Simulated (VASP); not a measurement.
Band structure of Pb4Se3S (space group P4/mmm). Calculation: PBEsol GGA, VASP's PBE PAW potentials (set 64) (plane waves; VASP).

Unless said otherwise, spin-orbit coupling is left out, though it shifts the bands of the heavy elements here.

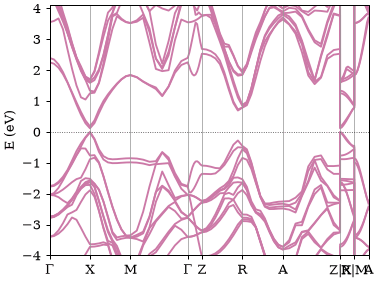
Figure: Bands along high-symmetry lines, zero at the valence-band maximum or, without a gap, the Fermi level

Question: Read the plot: is there a gap, and where are the band edges?

Answer: The gap is direct, 0.12 eV, from the valence maximum at X to the conduction minimum at X. (Edges off the drawn lines would not show.)

The structure comes from a computed database's Pb4Se3S entry (P4/mmm); how it stands against other phases isn't given here. It was relaxed first.
